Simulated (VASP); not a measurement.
Band structure of Sb (a7). Method: PBE GGA with D3 dispersion (zero damping), VASP's PBE PAW potentials (set 64) (plane waves; VASP).

Unless said otherwise, spin-orbit coupling is left out, though it shifts the bands of the heavy elements here.

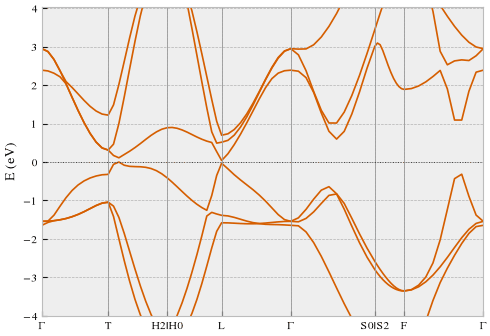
Fig. 1. Bands along high-symmetry lines, zero at the valence-band maximum or, without a gap, the Fermi level

Q: Read the plot: is there a gap, and where are the band edges?

A: The gap is indirect, 0.04 eV, from the valence maximum at T-H2 at 0.18 to the conduction minimum at L. (Edges off the drawn lines would not show.)

The compound is Sb in the a7 structure. It was relaxed first.
